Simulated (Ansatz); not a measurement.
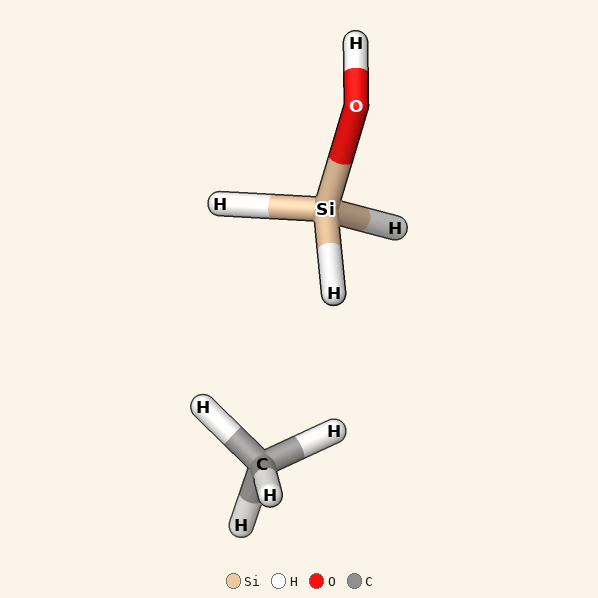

Computed geometry: PBE0-D4/def2-TZVP optimisation. No frequency run is at hand to confirm it as a minimum. Method: RKS CAM-B3LYP-D4/def2-TZVPP (Ansatz 0.2.0).

What does the calculation give?

The species is CH8OSi.
- dispersion correction: −10.4 kJ/mol
